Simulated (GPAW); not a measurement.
**Quasiparticle gap of CaGaSiH (P3m1) in GPAW**

How does a plane-wave GW calculation on CaGaSiH (P3m1) run from the first input to the gap?

Main program and level: GPAW 26.7.0; LDA and many-body steps on it, plane waves.

### Step 1. Starting point

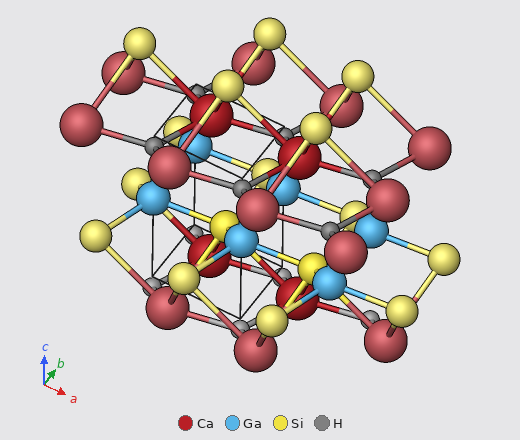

Start, viewed slightly off an axis; calcium red, gallium blue, silicon yellow, hydrogen grey. 2×1×1 cells are drawn. Some periodic images of atoms are drawn too.

The cell and positions come from the Crystallography Open Database and are kept as given unless a step says otherwise.

### Step 2. Ground state

This step: GPAW 26.7.0; DFT, LDA, plane waves, PAW.

The ground-state density comes first.

The input, run.py:

```python
import json
import numpy as np
from gpaw.mpi import world
from ase import Atoms
from gpaw import GPAW, PW, FermiDirac

atoms = Atoms(['Ca', 'Ga', 'Si', 'H'],
    cell=[[4.0911000000, 0.0000000000, 0.0000000000],
      [-2.0455500000, 3.5429965294, 0.0000000000],
      [0.0000000000, 0.0000000000, 4.7628000000]],
    scaled_positions=[[0.3333333333, 0.6666666667, 0.0000000000],
      [0.0000000000, 0.0000000000, 0.5568000000],
      [0.6666666667, 0.3333333333, 0.4337000000],
      [0.0000000000, 0.0000000000, 0.9250000000]],
    pbc=(True, True, True))
calc = GPAW(mode=PW(600),
    xc='LDA',
    kpts={'size': (6, 6, 6), 'gamma': True},
    occupations=FermiDirac(0.001),
    nbands=-8,
    convergence={'density': 1e-6, 'bands': -3},
    maxiter=100,
    txt='gs.txt')
atoms.calc = calc
res = {'energy': atoms.get_potential_energy()}
kpts = calc.get_ibz_k_points()
res['kpts'] = kpts
res['eigenvalues'] = [calc.get_eigenvalues(kpt=k) for k in range(len(kpts))]
res['n_electrons'] = calc.get_number_of_electrons()
calc.write('gs.gpw')

if world.rank == 0:
    with open('result.json', 'w') as f:
        json.dump(res, f, default=lambda x: x.tolist())
```

The run is started by

```
$ mpirun -n 4 gpaw python run.py
```

Numbers of over 12 decimals in the logs are rounded to 6 here.

The program printed:

```text
__  _  _
 | _ |_)|_||  |
 |__||  | ||/\| - 26.7.0

Input parameters:
  mode=PW(ecut=600.0),
  convergence={'density': 1e-06, 'bands': -3},
  kpts=MonkhorstPack(size=(6, 6, 6), gamma=True),
  maxiter=100,
  nbands=-8,
  occupations=Occupations(name='fermi-dirac', width=0.001, fixmagmom=False),
  xc=XC(name='LDA')
  [... matrices ...]
Diagonalizing LCAO Hamiltonian
Converting LCAO to pw mode

       H

       Ga    Si

         Ca

Atoms  # Å, Bohr magnetons
|   | symbol |         x |        y |        z |    initial magnetic moments |
| 0 |     Ca | -0.000000 | 2.361998 | 0.000000 | ( 0.0000,  0.0000,  0.0000) |
| 1 |     Ga |  0.000000 | 0.000000 | 2.651927 | ( 0.0000,  0.0000,  0.0000) |
| 2 |     Si |  2.045550 | 1.180999 | 2.065626 | ( 0.0000,  0.0000,  0.0000) |
| 3 |      H |  0.000000 | 0.000000 | 4.405590 | ( 0.0000,  0.0000,  0.0000) |

Unit cell  # Å
| periodic |         x |        y |        z |  lengths |     angles |
|      yes |  4.091100 | 0.000000 | 0.000000 | 4.091100 |  90.000000 |
|      yes | -2.045550 | 3.542997 | 0.000000 | 4.091100 |  90.000000 |
|      yes |  0.000000 | 0.000000 | 4.762800 | 4.762800 | 120.000000 |

Number of symmetries: 6
Symmetry operations  # r_c * U_cc + t_c -> r_c
|   | kind |            matrix            |
| 0 |  σ   |  1, 1, 0,  0,-1, 0,  0, 0, 1 |
| 1 |  E   |  1, 0, 0,  0, 1, 0,  0, 0, 1 |
| 2 |  C3  |  0, 1, 0, -1,-1, 0,  0, 0, 1 |
| 3 |  σ   |  0,-1, 0, -1, 0, 0,  0, 0, 1 |
| 4 |  σ   | -1, 0, 0,  1, 1, 0,  0, 0, 1 |
| 5 |  C3  | -1,-1, 0,  1, 0, 0,  0, 0, 1 |

BZ-sampling:
  Number of BZ points: 216
  Number of IBZ points: 34

  Monkhorst-Pack size: [6, 6, 6]
  Monkhorst-Pack shift: [0.083333, 0.083333, 0.083333]

K-points  # in reciprocal-cell coordinates
|     |                                coordinates |     weight |
|   0 | (  0.00000000,   0.00000000,   0.00000000) | 0.00462963 |
|   1 | (  0.00000000,   0.00000000,   0.16666667) | 0.00925926 |
|   2 | (  0.00000000,   0.00000000,   0.33333333) | 0.00925926 |
|   3 | (  0.00000000,   0.00000000,   0.50000000) | 0.00462963 |
|   4 | (  0.16666667,   0.00000000,  -0.33333333) | 0.02777778 |
|   5 | (  0.16666667,   0.00000000,  -0.16666667) | 0.02777778 |
|   6 | (  0.16666667,   0.00000000,   0.00000000) | 0.02777778 |
|   7 | (  0.16666667,   0.00000000,   0.16666667) | 0.02777778 |
|   8 | (  0.16666667,   0.00000000,   0.33333333) | 0.02777778 |
|   9 | (  0.16666667,   0.00000000,   0.50000000) | 0.02777778 |
| ... |                                            |            |
|  33 | (  0.50000000,   0.50000000,   0.50000000) | 0.01388889 |

Plane wave coefficients: 2329
Cutoff: 600.0 eV

Spin-components: 1 (collinear spins)
Bands:           17
Projectors:      18
Spin-degeneracy: 2
Datatype:        complex128

  Storage: CPU
  Wave functions: 21_316_640 bytes (5_329_160 per core)
  Projectors: 38_871_520 bytes (9_717_880 per core)
  [... matrices ...]
Parallelization:
  kpt:    4
  domain: 1
  band:   1

Density:
  Valence electrons: 18.0
  Components: 1
  Grid points: [24 24 27]
  Charge: 0.0  # |e|

Potential:
  Grid points: [24 24 27]

species:
  Ca:
    name:    Calcium
    Z:       20.0
    valence: 10
    core:    10
    charge:  0.0  # [|e|]
    compensation charges:
      type: gauss
      rc: 0.37  # [Å]
      lmax: 2
    cutoffs:
      filter: 2.10  # [Å]
      core: 1.17  # [Å]
    projectors
    | kind |    occ | energy [eV] | rcut [Å] |
    |   3s |  2.000 |     -46.826 |    1.175 |
    |   4s |  2.000 |      -3.864 |    1.175 |
    |   3p |  6.000 |     -27.986 |    1.154 |
    |    p |        |      -0.774 |    1.154 |
    |    d |        |       0.000 |    0.937 |

    Using partial waves for Ca as LCAO basis

  Ga:
    name:    Gallium
    Z:       31.0
    valence: 3
    core:    28
    charge:  0.0  # [|e|]
    compensation charges:
      type: gauss
      rc: 0.37  # [Å]
      lmax: 2
    cutoffs:
      filter: 2.06  # [Å]
      core: 4.17  # [Å]
    projectors
    | kind |    occ | energy [eV] | rcut [Å] |
    |   4s |  2.000 |      -9.167 |    1.164 |
    |   4p |  1.000 |      -2.734 |    1.164 |
    |    s |        |      18.045 |    1.164 |
    |    p |        |      24.478 |    1.164 |
    |    d |        |       0.000 |    1.164 |

    Using partial waves for Ga as LCAO basis

  Si:
    name:    Silicon
    Z:       14.0
    valence: 4
    core:    10
    charge:  0.0  # [|e|]
    compensation charges:
      type: gauss
      rc: 0.33  # [Å]
      lmax: 2
    cutoffs:
      filter: 1.86  # [Å]
      core: 2.06  # [Å]
    projectors
    | kind |    occ | energy [eV] | rcut [Å] |
    |   3s |  2.000 |     -10.878 |    1.058 |
    |   3p |  2.000 |      -4.162 |    1.058 |
    |    s |        |      16.334 |    1.058 |
    |    p |        |      23.049 |    1.058 |
    |    d |        |       0.000 |    1.058 |

    Using partial waves for Si as LCAO basis

  H:
    name:    Hydrogen
    Z:       1.0
    valence: 1
    core:    0
    charge:  0.0  # [|e|]
    compensation charges:
      type: gauss
      rc: 0.15  # [Å]
      lmax: 2
    cutoffs:
      filter: 0.85  # [Å]
      core: 0.53  # [Å]
    projectors
    | kind |    occ | energy [eV] | rcut [Å] |
    |   1s |  1.000 |      -6.353 |    0.476 |
    |    s |        |      20.858 |    0.476 |
    |    p |        |       0.000 |    0.476 |

    Using partial waves for H as LCAO basis

Reference energy: -79145.311099  # eV

eigensolver:
  PPCG
  Converge bands: -3
  niter=2

density mixing:
  MSR1-Mixer
  Pratt-step length: 0.05
  Maximum mixing coefficient: 0.75
  Old densities: 10
  SVD Regularization: 0.005
  Good broyden scale: 1.0
  Trust region scale: 1.0
  Backstep threshold: 4.0
  History deletion threshold: 6.0
  Fourier metric: weight=20.0, sigma=0.015

occupation numbers:
  Fermi-Dirac:
    width: 0.0010  # eV

poisson solver:
  ecut: 4800.0  # eV

xc functional:
  name: None

Initialization done in: 1.181 s

convergence criteria:
- Maximum integral of absolute [dens]ity change: 1e-06 electrons / valence electron
- Maximum [total energy] change in last 3 cyles: 0.0005 eV / valence electron
- Maximum integral of absolute [eigenst]ate change: 4e-08 eV^2 / valence electron
maximum number of iterations: 100

SCF iterations
|iter     |     time |      energy | eigst |  dens |
|iter:   1|  |  -17.259584 | +1.17 |       |
|iter:   2|  |  -17.294931 | +0.44 | -1.02 |
|iter:   3|  |  -17.103448 | -0.38 | -1.06 |
|iter:   4|  |  -17.036243 | -0.99 | -1.36 |
|iter:   5|  |  -17.003152 | -1.25 | -1.69 |
|iter:   6|  |  -17.002912 | -2.19 | -2.38 |
|iter:   7|  |  -17.002860c| -2.70 | -2.77 |
|iter:   8|  |  -17.002854c| -3.74 | -3.34 |
|iter:   9|  |  -17.002854c| -4.81 | -3.95 |
|iter:  10|  |  -17.002854c| -5.90 | -4.69 |
|iter:  11|  |  -17.002854c| -7.08 | -5.30 |
|iter:  12|  |  -17.002854c| -7.96c| -6.05c|

Converged in 12 steps
SCF loop duration: 7.146 s (0.595 s/step)
Energy contributions relative to reference atoms: (reference = -79145.311099)
  [... matrices ...]
Energy contributions:
  Kinetic:          26.375490
  Coulomb:         -20.505915
  Zero:             -0.577067
  External:          0.000000
  Xc:              -22.295362
  Entropy:          -0.000000
  Spinorbit:         0.000000
  ----------------------------
  Free energy:     -17.002854
  Extrapolated:    -17.002854

dipole moment: (-7.166041, -10.320057, -14.775193)  # |e|*Ang

Fermi level: 5.694
Eigenvalues  # (at kpt = [0.000, 0.000, 0.000])
| band index |      eig [eV] | occ [0-2] |
|          0 |       -35.397 |     2.000 |
|          1 |       -16.752 |     2.000 |
|          2 |       -16.635 |     2.000 |
|          3 |       -16.635 |     2.000 |
|          4 |        -5.130 |     2.000 |
|          5 |         0.801 |     2.000 |
|          6 |         3.259 |     2.000 |
|          7 |         4.714 |     2.000 |
|          8 |         4.714 |     2.000 |
|          9 |         6.558 |     0.000 |
|         10 |         8.407 |     0.000 |
|         11 |         8.407 |     0.000 |
|         12 |         8.872 |     0.000 |
|         13 |         8.872 |     0.000 |
|         14 |         9.072 |     0.000 |
|         15 |         9.124 |     0.000 |
|         16 |         9.124 |     0.000 |

Gap: 0.133 eV
Transition (v -> c):
  (s=0, k=3, n=8, [0.00, 0.00, 0.50]) -> (s=0, k=30, n=9, [0.50, 0.50, 0.00])
Direct/indirect transitions are different
Direct gap: 1.267 eV
Transition at: (s=0, k=30, n=8, [0.50, 0.50, 0.00])
# Writing to gs.gpw (mode='')
  [... matrices ...]
```

Run time: 10 s. Hardware: 4 MPI ranks of Arm Neoverse V1, shared host; peak memory 0.69 GiB.

This step gave:

| Quantity | Value |
| --- | --- |
| total energy | -17.00 eV |
| gap | 0.1329 eV |
| k of the valence top | 0, 0, 0.5 |
| k of the conduction bottom | 0.5, 0.5, 0 |
| least direct gap | 1.267 eV |

The gap is indirect, with the least direct gap 1.13 eV higher.

### Step 3. Empty states on the mesh, 3×3×2 mesh, 242 bands

The sums over transitions need many empty states on a uniform mesh; this step solves for them.

The input, run.py:

```python
import json
import numpy as np
from gpaw.mpi import world
from gpaw import GPAW

calc = GPAW('gs.gpw').fixed_density(kpts={'size': (3, 3, 2), 'gamma': True},
    parallel={'domain': 1, 'band': 1},
    txt='nscf.txt')
calc.diagonalize_full_hamiltonian(nbands=242)
calc.write('full.gpw', mode='all')
res = {}
kpts = calc.get_ibz_k_points()
res['kpts'] = kpts
res['eigenvalues'] = [calc.get_eigenvalues(kpt=k) for k in range(len(kpts))]
res['n_electrons'] = calc.get_number_of_electrons()

if world.rank == 0:
    with open('result.json', 'w') as f:
        json.dump(res, f, default=lambda x: x.tolist())
```

The run is started by

```
$ mpirun -n 4 gpaw python run.py
```

The program printed:

```text
Diagonalizing LCAO Hamiltonian
Converting LCAO to pw mode
convergence criteria:
- Maximum integral of absolute [eigenst]ate change: 4e-08 eV^2 / valence electron
maximum number of iterations: 100

SCF iterations
|iter     |     time |      energy | eigst |  dens |
|iter:   1|  |             | +1.19 |       |
|iter:   2|  |             | +0.48 |       |
|iter:   3|  |             | +0.09 |       |
[...]
|iter:  11|  |             | -6.94 |       |
|iter:  12|  |             | -7.40 |       |
|iter:  13|  |             | -7.90c|       |
SCF steps: 13
  __  _  _
 | _ |_)|_||  |
 |__||  | ||/\| - 26.7.0

Input parameters:
  mode=PW(ecut=600.0),
  convergence={'density': 1e-06, 'bands': -3},
  gpts=array([24, 24, 27]),
  kpts=MonkhorstPack(size=(3, 3, 2), gamma=True),
  maxiter=100,
  nbands=17,
  occupations=Occupations(name='fermi-dirac', width=0.001, fixmagmom=False),
  parallel={'domain': 1, 'band': 1},
  xc=XC(name='LDA')
Matrix size: 2305x2305
# Writing to full.gpw (mode='all')
  [... matrices ...]

timing:  # [seconds]
  Total: 26.682  # ━━━━━━━━━━━━━━━━━━━━━━━━━━━━━━━━━━━━━━━━━━━━━━━━━━━━━━━━━━
```

Wall time 31 s (4 MPI ranks); peak memory 2 GiB.

Numbers from this step:

```yaml
gap: 0.3314 eV
k_of_the_valence_top: 0, 0, 0.5
k_of_the_conduction_bottom: 0.3333, 0.3333, 0
least_direct_gap: 1.278 eV
k_points_computed: 6
lowest_point_of_the_top_converged_band_above_the_valence_top: 117.5530 eV
```

On this mesh the gap is 0.331 eV. The earlier step found 0.133 eV, so this mesh misses an edge.

### Step 4. Screening and self-energy, 3×3×2 mesh, 107 bands, screening to 78 eV

G0W0 replaces the xc potential by the self-energy, built once from these orbitals. Only a window of levels is corrected, while the sums run over the empty bands that the input names.

This step: G0W0 on LDA, plane waves, PAW.

The input, run.py:

```python
import json
import numpy as np
from gpaw.mpi import world
from gpaw.response.g0w0 import G0W0

gw = G0W0('full.gpw',
    filename='gw',
    kpts=[0, 1, 4],
    bands=(7, 11),
    ecut=78,
    nbands=107,
    integrate_gamma='WS',
    ppa=True)
gw.calculate()
res = {mode: {k: v for k, v in r.items() if k != 'sigma_eskwn'}
       for mode, r in gw.all_results.items()}

if world.rank == 0:
    with open('result.json', 'w') as f:
        json.dump(res, f, default=lambda x: x.tolist())
```

The run is started by

```
$ mpirun -n 4 gpaw python run.py
```

The program printed:

```text
Using integrator: PointIntegrator
FrequencyGridDescriptor(from 0.000+0.000j to 0.000+27.211j eV, 2 points)
Nonperiodic BCs:  [False False False]
Using integrator: PointIntegrator
FrequencyGridDescriptor(from 0.000+0.000j to 0.000+27.211j eV, 2 points)
Nonperiodic BCs:  [False False False]
  ___  _ _ _
 |   || | | |
 | | || | | |
 |__ ||_____|
 |___|

BZ k-points: Symmetries present (total): 6

  [... matrices ...]
18 k-points: 3 x 3 x 2 Monkhorst-Pack grid + [0.000000,0.000000,1/4]
6 k-points in the irreducible part of the Brillouin zone
       k-points in crystal coordinates                weights
   0:     0.00000000    0.00000000    0.00000000          1/18
   1:     0.00000000    0.00000000    0.50000000          1/18
   2:     0.33333333    0.00000000    0.00000000          6/18
   3:     0.33333333    0.00000000    0.50000000          6/18
   4:     0.33333333    0.33333333    0.00000000          2/18
   5:     0.33333333    0.33333333    0.50000000          2/18

Distributing spins, k-points and bands (1 x 3 x 4) over 4 processes
Number of blocks: 1

Quasi particle states:
k-points (IBZ indices): [0, 1, 4]
Band range: (7, 11)
  [... matrices ...]
Computational parameters:
Plane wave cut-off: 78 eV
Number of bands: 107
Coulomb cutoff: None
Broadening: 0.1 eV

fxc modes: GW
Kernel: RPA
Using Godby-Needs plasmon-pole approximation:
  Fitting energy: i*E0, E0 = 1.000 Hartree
Summing all q:

Calculating screened Coulomb potential
No Coulomb truncation
FrequencyGridDescriptor(from 0.000+0.000j to 0.000+27.211j eV, 2 points)
Removing empty qpoint cache files...

Calculating chi0 body with:
    Ground state adapter containing:
    Number of spins: 1
    Number of kpoints: 18
    Number of irreducible kpoints: 6
    Number of completely occupied states: 9
    Number of partially occupied states: 9
    Occupied states memory: 2.1357421875 M / cpu

    Linear response parametrization:
    q_c: [0.0, 0.0, 0.0]
    Number of frequency points: 2
    Planewave cutoff: 78.0
    Number of bands: 107
    Number of planewaves: 109
    Broadening (eta): 1e-06
    comm.size: 4
    kncomm.size: 4
    blockcomm.size: 1

    Memory estimate of potentially large arrays:
        chi0_wGG: 0.362579 M / cpu
Integrating chi0 body.

Symmetries of q_c:
    Direct symmetries (Uq -> q): 6
    Indirect symmetries (TUq -> q): 6
In total 12 allowed symmetries.

  [... matrices ...]
6 groups of equivalent kpoints. 66.666667% reduction.

Integral kind: response function
Integrating chi0 head and wings.

Symmetries of q_c:
    Direct symmetries (Uq -> q): 6
    Indirect symmetries (TUq -> q): 6
In total 12 allowed symmetries.

  [... matrices ...]
6 groups of equivalent kpoints. 66.666667% reduction.

Integral kind: response function wings

Calculating chi0 body with:
    Ground state adapter containing:
    Number of spins: 1
    Number of kpoints: 18
    Number of irreducible kpoints: 6
    Number of completely occupied states: 9
    Number of partially occupied states: 9
    Occupied states memory: 2.1357421875 M / cpu

[... the further q-points ...]

Results:
f:      Occupation numbers
eps:     KS-eigenvalues [eV]
vxc:     KS vxc [eV]
exx:     Exact exchange [eV]
sigma:   Self-energies [eV]
dsigma:  Self-energy derivatives
Z:       Renormalization factors
qp:      QP-energies [eV]

k-point 0 (0): (0.000, 0.000, 0.000)                GW
band       f     eps     vxc     exx   sigma  dsigma       Z      qp
                                                                   GW
   7   1.000   4.714 -12.885 -13.902   1.016  -0.291   0.774   4.713
   8   1.000   4.714 -12.885 -13.902   1.016  -0.291   0.774   4.713
   9   0.000   6.558 -12.732  -8.047  -3.916  -0.286   0.778   7.157
  10   0.000   8.407 -12.412  -7.269  -4.401  -0.294   0.773   8.980

k-point 1 (1): (0.000, 0.000, 0.500)                GW
band       f     eps     vxc     exx   sigma  dsigma       Z      qp
                                                                   GW
   7   1.000   5.273 -13.305 -14.490   1.056  -0.290   0.775   5.173
   8   1.000   5.611 -12.085 -12.887   0.602  -0.294   0.773   5.457
   9   0.000   6.889 -13.020  -7.680  -4.139  -0.283   0.780   7.824
  10   0.000   6.889 -13.020  -7.680  -4.139  -0.283   0.780   7.824

k-point 2 (4): (0.333, 0.333, 0.000)                GW
band       f     eps     vxc     exx   sigma  dsigma       Z      qp
                                                                   GW
   7   1.000   2.570 -12.644 -15.076   2.132  -0.308   0.765   2.341
   8   1.000   4.600 -11.932 -12.610   0.700  -0.303   0.768   4.617
   9   0.000   5.942 -11.917  -7.551  -3.608  -0.275   0.784   6.537
  10   0.000   7.628 -11.968  -6.389  -4.583  -0.283   0.779   8.404
```

Elapsed: 15 s, on 4 MPI ranks; peak memory 1.3 GiB.

Numbers from this step:

```yaml
g0w0_gap_on_the_points_computed: 1.080 eV
least_direct_g0w0_gap_on_the_computed_points: 1.919 eV
z_at_the_valence_top: 0.7726
z_at_the_conduction_bottom: 0.7841
starting_gap_on_the_mesh: 0.3314 eV
k_of_the_valence_top: 0, 0, 0.5
k_of_the_conduction_bottom: 0.3333, 0.3333, 0
```

The gap on the mesh goes from 0.33 eV to 1.08 eV, a correction of +0.75 eV. The start differs from the 0.13 eV found before because the two sample other k points.

Limits: finite bands, cutoff and mesh; no spin-orbit coupling; coarse k mesh. v1 is the top filled band, c1 the lowest empty one. Levels before and after the correction, in eV, zero at the valence-band top of each column:

|  | conduction bottom | valence top |
| --- | --- | --- |
| Kohn-Sham | 0.33 | 0.00 |
| G0W0 | 1.08 | 0.00 |

|  | level | energy (eV) |
| --- | --- | --- |
| Kohn-Sham | (0 0 0.5) v2 | -0.338 |
| Kohn-Sham | (0 0 0.5) v1 | 0.000 |
| Kohn-Sham | (0 0 0.5) c1-c2 | 1.278 |
| Kohn-Sham | (0.333 0.333 0) v2 | -3.041 |
| Kohn-Sham | (0.333 0.333 0) v1 | -1.011 |
| Kohn-Sham | (0.333 0.333 0) c1 | 0.331 |
| Kohn-Sham | (0.333 0.333 0) c2 | 2.018 |
| G0W0 | (0 0 0.5) v2 | -0.284 |
| G0W0 | (0 0 0.5) v1 | 0.000 |
| G0W0 | (0 0 0.5) c1-c2 | 2.367 |
| G0W0 | (0.333 0.333 0) v2 | -3.116 |
| G0W0 | (0.333 0.333 0) v1 | -0.840 |
| G0W0 | (0.333 0.333 0) c1 | 1.080 |
| G0W0 | (0.333 0.333 0) c2 | 2.947 |

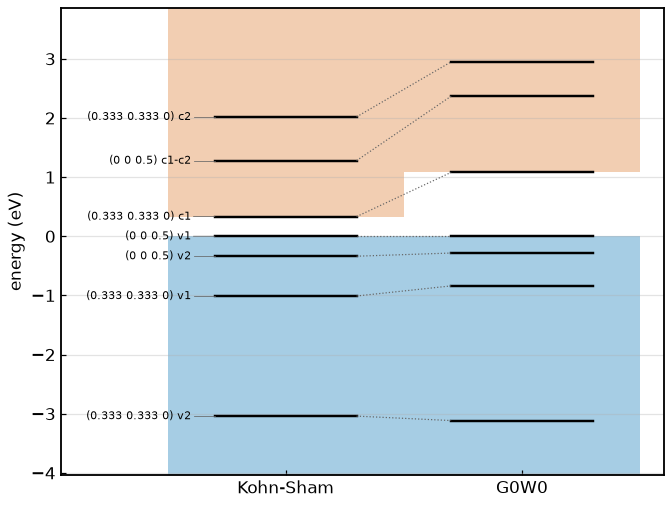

Levels before and after the correction. Shaded: valence and conduction bands.

### Step 5. Where the time went

Times are wall times on 4 MPI ranks of Arm Neoverse V1, shared host, good to a factor of about two.

| step | time | share | memory (GiB) |
| --- | --- | --- | --- |
| ground state | 10 s | 18 % | 0.69 |
| empty states on the mesh | 31 s | 55 % | 2 |
| screening and self-energy | 15 s | 27 % | 1.3 |

### Step 6. Outcome

```
LDA gap                              : 0.13 eV, indirect
G0W0 gap on the mesh                 : 1.08 eV
G0W0 gap over the zone (rigid shift) : 0.88 eV
GW settings                          : 3×3×2 mesh, 107 bands, screening to 78 eV, Godby-Needs plasmon pole
known limits                         : not at the basis limit; no spin-orbit coupling; coarse k mesh
```

**Reading.** G0W0 moves the gap on the mesh from 0.33 eV to 1.08 eV (+0.75 eV), with Z of 0.77 and 0.78 at the edges. The mesh misses the band edges by 0.20 eV in all; a rigid shift gives 0.88 eV for the zone. Only 3 of the mesh's irreducible points were corrected, so a valley elsewhere could overtake. The dearest step here is «empty states on the mesh». Bands and cutoff are finite, so the gap is not at the basis limit. The miss can reach some tenths of an eV and take either sign; the mesh is an error of its own. These stock PAW sets were not made for GW; the filled d or f shell of Ga lies in the frozen core, which bears on start and correction. In the G0W0 run levels were corrected at 3 k points alone, so a gap called «on the mesh» is the least over those, and an edge elsewhere would be missed. A denser mesh or path gives a starting gap of 0.13 eV: the GW mesh misses a band edge, so its gaps are not the fundamental one. The 3×3×2 mesh is coarse for this cell, which bears on the long-range parts of exchange and screening. The many-body steps are scalar-relativistic: spin-orbit coupling is not in them.

[Paths, hosts, dates, memory and timing lines, banners, echoed tables and standing remarks are left out of the program output.]

[Logs are printed without paths, hosts, clocks, repeated set-up lines and the standing remarks that a program may print on its own settings, such as how far it seeks lower states.]

[Runs of the session that timed out or met a known fault of the program may be left out.]

[Hosts, paths, dates, database ids (printed as entryN), source tags and the programs' standing remarks are cut or masked in the printed files.]
